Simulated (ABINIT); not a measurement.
## Cl (Cmce): one start, several treatments of the self-energy

How much does the gap of Cl (Cmce) depend on the approximation to the self-energy?

Method: PBE and many-body steps on it, plane waves, in ABINIT 10.8.3.

### Step 1. The structure

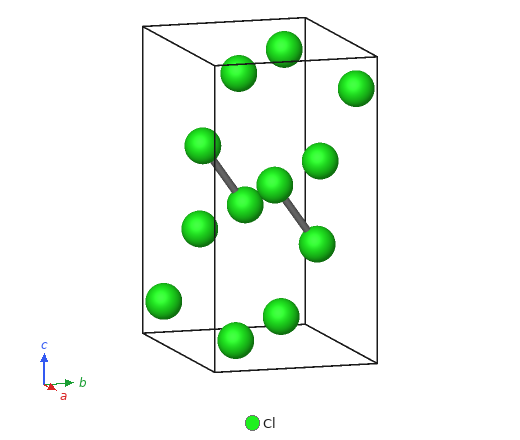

The starting structure, seen slightly off an axis (chlorine green). This picture shows the conventional cell, with its axes. Bonds to atoms that aren't drawn are left out. Some periodic images of atoms are drawn too.

Coordinates:

```cif
data_structure
_symmetry_space_group_name_H-M 'P 1'
_symmetry_Int_Tables_number 1
_cell_length_a 3.8670
_cell_length_b 3.8670
_cell_length_c 8.2100
_cell_angle_alpha 90.000
_cell_angle_beta 90.000
_cell_angle_gamma 71.161
_cell_volume 116.19
loop_
_atom_site_label
_atom_site_type_symbol
_atom_site_fract_x
_atom_site_fract_y
_atom_site_fract_z
_atom_site_occupancy
Cl1 Cl 0.87000 0.13000 0.10000 1
Cl2 Cl 0.63000 0.37000 0.60000 1
Cl3 Cl 0.13000 0.87000 0.90000 1
Cl4 Cl 0.37000 0.63000 0.40000 1
```

The cell and positions come from the Crystallography Open Database and are kept as given unless a step says otherwise.

### Step 2. Empty states on the mesh, 4×4×2 mesh, 270 bands

This step: ABINIT 10.8.3; DFT, PBE, plane waves, norm-conserving pseudopotentials.

The sums over transitions need many empty states on a uniform mesh; this step solves for them.

run.abi reads:

```
acell 3*1.0 Angstrom
rprim 
  3.145000000000 -2.250000000000 0.000000000000
  3.145000000000 2.250000000000 0.000000000000
  0.000000000000 0.000000000000 8.210000000000
ntypat 1
znucl 17
natom 4
typat 1 1 1 1
xred 
  0.870000000000 0.130000000000 0.100000000000
  0.630000000000 0.370000000000 0.600000000000
  0.130000000000 0.870000000000 0.900000000000
  0.370000000000 0.630000000000 0.400000000000
pp_dirpath "pseudos"
pseudos "Cl.upf"
ecut 25
ngkpt 4 4 2
nshiftk 1
shiftk 0 0 0
kptopt 1
chksymbreak 0
irdden 1
istwfk *1
nband 270
prtvol 0
optdriver 6
gwr_task "HDIAGO"
paral_kgb 0
occopt 1
indata_prefix "in"
outdata_prefix "out"
tmpdata_prefix "tmp"
```

Command:

```console
$ OMP_NUM_THREADS=1 mpirun -n 8 abinit run.abi > log
```

Log:

```text
.Version 10.8.3 of ABINIT. v10.8.2 released Aug 2026.

 Symmetries : space group Cm c a (# 64); Bravais oC (1-face-center ortho.)
[... echo of the input left out ...]
== DATASET  1 ==================================================================
-   mpi_nproc: 8, omp_nthreads: 1 (-1 if OMP is not activated)

--- !DatasetInfo
iteration_state: {dtset: 1, }
dimensions: {natom: 4, nkpt: 14, mband: 270, nsppol: 1, nspinor: 1, nspden: 1, mpw: 4726, }
cutoff_energies: {ecut:  25.0, pawecutdg:  -1.0, }
[...]
Indirect band gap semiconductor
 Fundamental gap:     2.469 (eV)
   VBM:    -0.824 (eV) at k: [ 5.0000E-01,  5.0000E-01,  0.0000E+00]
   CBM:     1.645 (eV) at k: [ 0.0000E+00,  0.0000E+00,  0.0000E+00]
 Direct gap:         2.525 (eV) at k: [ 0.0000E+00,  0.0000E+00,  0.0000E+00]

== END DATASET(S) ==============================================================
================================================================================

 -outvars: echo values of variables after computation  --------
           etotal      0.0000000000E+00
            nband         270
             nkpt          14
          spgroup          64
 [... the other variables as echoed above ...]

 Calculation completed.
```

Run time: 2.2 min. Hardware: 8 MPI ranks of Arm Neoverse V2, shared host; peak memory 9.9 GiB.

Numbers from this step:

```yaml
gap: 2.469 eV
k_of_the_valence_top: 0.5, 0.5, 0
k_of_the_conduction_bottom: 0, 0, 0
least_direct_gap: 2.525 eV
k_points_computed: 14
lowest_point_of_the_top_converged_band_above_the_valence_top: 90.3936 eV
```

On this mesh the gap is 2.469 eV.

The density comes from a self-consistent run that is not shown.

### Step 3. Screening, 4×4×2 mesh, 262 bands, screening to 152.4 eV

The RPA dielectric matrix is built and inverted for each q.

This step: RPA screening on PBE, plane waves, norm-conserving pseudopotentials.

Edit run.abi of step 2 so:

```diff
@@ -22,10 +22,11 @@
 chksymbreak 0
-irdden 1
 istwfk *1
-nband 270
-prtvol 0
-optdriver 6
-gwr_task "HDIAGO"
-paral_kgb 0
 occopt 1
+irdwfk 1
+optdriver 3
+nband 262
+ecuteps 5.6
+inclvkb 2
+awtr 1
+symchi 1
 indata_prefix "in"
```

Log:

```text
.Version 10.8.3 of ABINIT. v10.8.2 released Aug 2026.

 Symmetries : space group Cm c a (# 64); Bravais oC (1-face-center ortho.)
[... echo of the input left out ...]
== DATASET  1 ==================================================================
-   mpi_nproc: 8, omp_nthreads: 1 (-1 if OMP is not activated)

--- !DatasetInfo
iteration_state: {dtset: 1, }
dimensions: {natom: 4, nkpt: 14, mband: 262, nsppol: 1, nspinor: 1, nspden: 1, mpw: 4726, }
cutoff_energies: {ecut:  25.0, pawecutdg:  -1.0, }
electrons: {nelect:   2.80000000E+01, charge:   0.00000000E+00, occopt:   1.00000000E+00, tsmear:   1.00000000E-02, }

 SCREENING: Calculation of the susceptibility and dielectric matrices

 Based on a program developped by R.W. Godby, V. Olevano, G. Onida, and L. Reining.
 Incorporated in ABINIT by V. Olevano, G.-M. Rignanese, and M. Torrent.
.Using double precision arithmetic ; gwpc =  8

[... cell and pseudopotentials left out ...]
--------------------------------------------------------------------------------

 ==== K-mesh for the wavefunctions ====
 Number of points in the irreducible wedge :    14
[... list of points left out ...]
 Together with  8 symmetry operations and time-reversal symmetry
 yields    32 points in the full Brillouin Zone.

 ==== Q-mesh for the screening function ====
 Number of points in the irreducible wedge :    14
[... list of points left out ...]
 Together with  8 symmetry operations and time-reversal symmetry
 yields    32 points in the full Brillouin Zone.

 setmesh: FFT mesh size selected  =    30x   30x   54
          total number of points  =        48600

 vcoul_init : cutoff-mode = AUXILIARY_FUNCTION
 q-points for optical limit:   1
     1)      0.000010    0.000020    0.000030

- screening: taking advantage of time-reversal symmetry
- Maximum band index for partially occupied states nbvw = 14
- Remaining bands to be divided among processors   nbcw = 248
- Number of bands treated by each node ~31

 Number of electrons calculated from density =   28.0000; Expected =   28.0000
 average of density, n =  0.035710
 r_s =    1.8838
 omega_plasma =   18.2284 [eV]

 calculating chi0 at frequencies [eV] :
  1    0.000000E+00    0.000000E+00
  2    0.000000E+00    1.822838E+01

--------------------------------------------------------------------------------
  q-point number  1        q = ( 0.000000, 0.000000, 0.000000) [r.l.u.]
--------------------------------------------------------------------------------
[... chi0 elements left out ...]
 For q-point:  0.000010 0.000020 0.000030
  dielectric constant =   2.8117
  dielectric constant without local fields =   3.4619

  Average fulfillment of the sum rule on Im[epsilon] for q-point    1 :     80.97  [%]
[... wings left out ...]
  q-point number  2        q = ( 0.250000, 0.000000, 0.000000) [r.l.u.]
--------------------------------------------------------------------------------
[... chi0 elements left out ...]
  Average fulfillment of the sum rule on Im[epsilon] for q-point    2 :     82.82  [%]

 [... 12 further q-points ...]
```

Run time: 2.9 min. Hardware: 8 MPI ranks; peak memory 4.9 GiB.

This step gave:

```
ε∞ with local fields, on this mesh, along the program's q direction : 2.812
the same without local fields                                       : 3.462
plasma frequency                                                    : 18.23 eV
plane waves in the screening matrix                                 : 487
```

Local fields lower ε∞ by 19 %. On a Γ-centred mesh this coarse the value itself is usually too large, while a short band sum pulls it down.

### Step 4. G0W0, Godby-Needs plasmon pole

The self-energy is evaluated for the states that the input lists, and the levels follow from it, in one-shot runs by the linearised quasiparticle equation.

This step: G0W0 on PBE, plane waves, norm-conserving pseudopotentials.

Edit run.abi of step 3 so:

```diff
@@ -25,8 +25,17 @@
 irdwfk 1
-optdriver 3
+optdriver 4
 nband 262
+gwcalctyp 0
+ecutsigx 25
+symsigma 1
+nkptgw 2
+kptgw 
+  0.5000000000 0.5000000000 0.0000000000
+  0.0000000000 0.0000000000 0.0000000000
+bdgw 
+  13 16
+  13 16
 ecuteps 5.6
-inclvkb 2
-awtr 1
-symchi 1
+irdscr 1
+ppmodel 1
 indata_prefix "in"
```

Log:

```text
.Version 10.8.3 of ABINIT. v10.8.2 released Aug 2026.

 Symmetries : space group Cm c a (# 64); Bravais oC (1-face-center ortho.)
[... echo of the input left out ...]
== DATASET  1 ==================================================================
-   mpi_nproc: 8, omp_nthreads: 1 (-1 if OMP is not activated)

--- !DatasetInfo
iteration_state: {dtset: 1, }
dimensions: {natom: 4, nkpt: 14, mband: 262, nsppol: 1, nspinor: 1, nspden: 1, mpw: 4726, }
cutoff_energies: {ecut:  25.0, pawecutdg:  -1.0, }
electrons: {nelect:   2.80000000E+01, charge:   0.00000000E+00, occopt:   1.00000000E+00, tsmear:   1.00000000E-02, }

 SIGMA: Calculation of the GW corrections

 Based on a program developped by R.W. Godby, V. Olevano, G. Onida, and L. Reining.
 Incorporated in ABINIT by V. Olevano, G.-M. Rignanese, and M. Torrent.
.Using double precision arithmetic ; gwpc =  8

[... cell and pseudopotentials left out ...]
--------------------------------------------------------------------------------

 ==== K-mesh for the wavefunctions ====
 Number of points in the irreducible wedge :    14
[... list of points left out ...]
 Together with  8 symmetry operations and time-reversal symmetry
 yields    32 points in the full Brillouin Zone.

 ==== Q-mesh for screening function ====
 Number of points in the irreducible wedge :    14
[... list of points left out ...]
 Together with  8 symmetry operations and time-reversal symmetry
 yields    32 points in the full Brillouin Zone.

 vcoul_init : cutoff-mode = AUXILIARY_FUNCTION
 q-points for optical limit:   1
     1)      0.000010    0.000020    0.000030
 setmesh: FFT mesh size selected  =    36x   36x   72
          total number of points  =        93312

 Number of electrons calculated from density =   28.0000; Expected =   28.0000
 average of density, n =  0.035710
 r_s =    1.8838
 omega_plasma =   18.2284 [eV]

 === KS Band Gaps ===
  >>>> For spin  1
   Minimum direct gap =   2.5251 [eV], located at k-point      :   0.0000  0.0000  0.0000
   Fundamental gap    =   2.4691 [eV], Top of valence bands at :   0.5000  0.5000  0.0000
                                       Bottom of conduction at :   0.0000  0.0000  0.0000
 SIGMA fundamental parameters:
 PLASMON POLE MODEL  1
 number of plane-waves for SigmaX                 4675
 number of plane-waves for SigmaC and W            487
 number of plane-waves for wavefunctions          4675
 number of bands                                   262
 number of independent spin polarizations            1
 number of spinorial components                      1
 number of k-points in IBZ                          14
 number of q-points in IBZ                          14
 number of symmetry operations                       8
 number of k-points in BZ                           32
 number of q-points in BZ                           32
 number of frequencies for dSigma/dE                 9
 frequency step for dSigma/dE [eV]                0.25
 number of omega for Sigma on real axis              0
 max omega for Sigma on real axis  [eV]           0.00
 zcut for avoiding poles [eV]                     0.10

 EPSILON^-1 parameters (SCR file):
 dimension of the eps^-1 matrix on file            487
 dimension of the eps^-1 matrix used               487
 number of plane-waves for wavefunctions          4675
 number of bands                                   262
 number of q-points in IBZ                          14
 number of frequencies                               2
 number of real frequencies                          1
 number of imag frequencies                          1

 matrix elements of self-energy operator (all in [eV])

 Perturbative Calculation

--- !SelfEnergy_ee
iteration_state: {dtset: 1, }
kpoint     : [   0.500,    0.500,    0.000, ]
spin       : 1
KS_gap     :    2.546
QP_gap     :    5.752
Delta_QP_KS:    3.206
data: !SigmaeeData |
     Band     E0 <VxcDFT>   SigX SigC(E0)      Z dSigC/dE  Sig(E)    E-E0       E
       13  -1.186 -14.321 -18.741   2.324   0.786  -0.272 -15.968  -1.648  -2.834
       14  -0.824 -14.674 -19.122   2.288   0.790  -0.266 -16.380  -1.707  -2.530
       15   1.722 -14.106  -8.998  -3.210   0.790  -0.265 -12.607   1.500   3.222
       16   1.912 -14.243  -9.064  -3.231   0.788  -0.269 -12.708   1.535   3.448

--- !SelfEnergy_ee
iteration_state: {dtset: 1, }
kpoint     : [   0.000,    0.000,    0.000, ]
spin       : 1
KS_gap     :    2.525
QP_gap     :    5.669
Delta_QP_KS:    3.143
data: !SigmaeeData |
     Band     E0 <VxcDFT>   SigX SigC(E0)      Z dSigC/dE  Sig(E)    E-E0       E
       13  -0.970 -14.511 -19.022   2.321   0.789  -0.267 -16.240  -1.728  -2.699
       14  -0.880 -14.708 -19.184   2.319   0.789  -0.268 -16.409  -1.701  -2.581
       15   1.645 -13.980  -8.981  -3.178   0.792  -0.262 -12.538   1.442   3.087
       16   2.208 -14.626  -9.222  -3.372   0.784  -0.276 -13.033   1.593   3.801

== END DATASET(S) ==============================================================
================================================================================

 -outvars: echo values of variables after computation  --------
           etotal      0.0000000000E+00
            nband         262
             nkpt          14
          spgroup          64
 [... the other variables as echoed above ...]

 Calculation completed.
```

It took 36 s on 8 MPI ranks; peak memory 5.2 GiB.

Numbers from this step:

```yaml
g0w0_gap_on_the_points_computed: 5.617 eV
starting_gap_on_the_mesh: 2.469 eV
k_of_the_valence_top: 0.5, 0.5, 0
k_of_the_conduction_bottom: 0, 0, 0
z_at_the_valence_top: 0.79
z_at_the_conduction_bottom: 0.792
least_direct_g0w0_gap_on_the_computed_points: 5.668 eV
```

The gap on the mesh goes from 2.47 eV to 5.62 eV, a correction of +3.15 eV.

### Step 5. G0W0, Hybertsen-Louie plasmon pole

Edit run.abi of step 4 so:

```diff
@@ -39,3 +39,3 @@
 irdscr 1
-ppmodel 1
+ppmodel 2
 indata_prefix "in"
```

Log:

```text
.Version 10.8.3 of ABINIT. v10.8.2 released Aug 2026.

 Symmetries : space group Cm c a (# 64); Bravais oC (1-face-center ortho.)
[... echo of the input left out ...]
== DATASET  1 ==================================================================
-   mpi_nproc: 8, omp_nthreads: 1 (-1 if OMP is not activated)

--- !DatasetInfo
iteration_state: {dtset: 1, }
dimensions: {natom: 4, nkpt: 14, mband: 262, nsppol: 1, nspinor: 1, nspden: 1, mpw: 4726, }
cutoff_energies: {ecut:  25.0, pawecutdg:  -1.0, }
electrons: {nelect:   2.80000000E+01, charge:   0.00000000E+00, occopt:   1.00000000E+00, tsmear:   1.00000000E-02, }

 SIGMA: Calculation of the GW corrections

 Based on a program developped by R.W. Godby, V. Olevano, G. Onida, and L. Reining.
 Incorporated in ABINIT by V. Olevano, G.-M. Rignanese, and M. Torrent.
.Using double precision arithmetic ; gwpc =  8

[... cell and pseudopotentials left out ...]
--------------------------------------------------------------------------------

 ==== K-mesh for the wavefunctions ====
 Number of points in the irreducible wedge :    14
[... list of points left out ...]
 Together with  8 symmetry operations and time-reversal symmetry
 yields    32 points in the full Brillouin Zone.

 ==== Q-mesh for screening function ====
 Number of points in the irreducible wedge :    14
[... list of points left out ...]
 Together with  8 symmetry operations and time-reversal symmetry
 yields    32 points in the full Brillouin Zone.

 vcoul_init : cutoff-mode = AUXILIARY_FUNCTION
 q-points for optical limit:   1
     1)      0.000010    0.000020    0.000030
 setmesh: FFT mesh size selected  =    36x   36x   72
          total number of points  =        93312

 Number of electrons calculated from density =   28.0000; Expected =   28.0000
[...]
number of omega for Sigma on real axis              0
 max omega for Sigma on real axis  [eV]           0.00
 zcut for avoiding poles [eV]                     0.10

 EPSILON^-1 parameters (SCR file):
 dimension of the eps^-1 matrix on file            487
 dimension of the eps^-1 matrix used               487
 number of plane-waves for wavefunctions          4675
 number of bands                                   262
 number of q-points in IBZ                          14
 number of frequencies                               2
 number of real frequencies                          1
 number of imag frequencies                          1

 matrix elements of self-energy operator (all in [eV])

 Perturbative Calculation

--- !SelfEnergy_ee
iteration_state: {dtset: 1, }
kpoint     : [   0.500,    0.500,    0.000, ]
spin       : 1
KS_gap     :    2.546
QP_gap     :    5.831
Delta_QP_KS:    3.285
data: !SigmaeeData |
     Band     E0 <VxcDFT>   SigX SigC(E0)      Z dSigC/dE  Sig(E)    E-E0       E
       13  -1.186 -14.321 -18.741   1.890   0.829  -0.207 -16.417  -2.096  -3.282
       14  -0.824 -14.674 -19.122   1.928   0.829  -0.207 -16.762  -2.088  -2.912
       15   1.722 -14.106  -8.998  -3.668   0.831  -0.204 -12.910   1.196   2.918
[...]
--- !SelfEnergy_ee
iteration_state: {dtset: 1, }
kpoint     : [   0.000,    0.000,    0.000, ]
spin       : 1
KS_gap     :    2.525
QP_gap     :    5.749
Delta_QP_KS:    3.223
data: !SigmaeeData |
     Band     E0 <VxcDFT>   SigX SigC(E0)      Z dSigC/dE  Sig(E)    E-E0       E
[...]
15   1.645 -13.980  -8.981  -3.636   0.832  -0.202 -12.845   1.135   2.780
       16   2.208 -14.626  -9.222  -3.819   0.826  -0.210 -13.316   1.311   3.518

== END DATASET(S) ==============================================================
================================================================================

 -outvars: echo values of variables after computation  --------
           etotal      0.0000000000E+00
            nband         262
             nkpt          14
          spgroup          64
 [... the other variables as echoed above ...]

 Calculation completed.
```

Wall time 35 s (8 MPI ranks); peak memory 4.9 GiB; 4.7 min of CPU time.

Numbers from this step:

| Property | Result |
| --- | --- |
| G0W0 gap on the points computed | 5.692 eV |
| starting gap on the mesh | 2.469 eV |
| k of the valence top | 0.5, 0.5, 0 |
| k of the conduction bottom | 0, 0, 0 |
| Z at the valence top | 0.829 |
| Z at the conduction bottom | 0.832 |
| least direct G0W0 gap on the computed points | 5.749 eV |

Against G0W0 in ABINIT (4×4×2 mesh, 262 bands, screening to 152.4 eV, Godby-Needs plasmon pole), the gap moves by +0.075 eV.

### Step 6. G0W0, von der Linden-Horsch plasmon pole

Edit run.abi of step 5 so:

```diff
@@ -39,3 +39,3 @@
 irdscr 1
-ppmodel 2
+ppmodel 3
 indata_prefix "in"
```

Log:

```text
.Version 10.8.3 of ABINIT. v10.8.2 released Aug 2026.

 Symmetries : space group Cm c a (# 64); Bravais oC (1-face-center ortho.)
[... echo of the input left out ...]
== DATASET  1 ==================================================================
-   mpi_nproc: 8, omp_nthreads: 1 (-1 if OMP is not activated)

--- !DatasetInfo
iteration_state: {dtset: 1, }
dimensions: {natom: 4, nkpt: 14, mband: 262, nsppol: 1, nspinor: 1, nspden: 1, mpw: 4726, }
cutoff_energies: {ecut:  25.0, pawecutdg:  -1.0, }
[...]
Band     E0 <VxcDFT>   SigX SigC(E0)      Z dSigC/dE  Sig(E)    E-E0       E
[...]
15   1.645 -13.980  -8.981  -3.461   0.857  -0.167 -12.662   1.318   2.964
       16   2.208 -14.626  -9.222  -3.625   0.852  -0.173 -13.110   1.517   3.724

== END DATASET(S) ==============================================================
================================================================================

 -outvars: echo values of variables after computation  --------
           etotal      0.0000000000E+00
            nband         262
             nkpt          14
          spgroup          64
 [... the other variables as echoed above ...]

 Calculation completed.
```

It took 20 s on 8 MPI ranks; peak memory 4.5 GiB.

Numbers from this step:

| Quantity | Value |
| --- | --- |
| G0W0 gap on the points computed | 5.978 eV |
| starting gap on the mesh | 2.469 eV |
| k of the valence top | 0.5, 0.5, 0 |
| k of the conduction bottom | 0, 0, 0 |
| least direct G0W0 gap on the computed points | 6.034 eV |

Against G0W0 in ABINIT (4×4×2 mesh, 262 bands, screening to 152.4 eV, Godby-Needs plasmon pole), the gap moves by +0.361 eV.

[end of part 1 of 2]

[Paths, hosts, dates, memory and timing lines, banners, echoed tables and standing remarks are left out of the program output.]

[Logs are printed without paths, hosts, clocks, repeated set-up lines and the standing remarks that a program may print on its own settings, such as how far it seeks lower states.]

[Runs of the session that timed out or met a known fault of the program may be left out.]

[Hosts, paths, dates, database ids (printed as entryN), source tags and the programs' standing remarks are cut or masked in the printed files.]

[G0W0 gaps are taken among the corrected bands and points alone; a level outside them can change the order at an edge.]

[Where Ansatz stands beside ABINIT at settings called matched, ABINIT's density can come from a denser mesh and the files from another edition; pairs whose starting gaps differed by over 0.03 eV were left out, so agreement reads better than it is.]
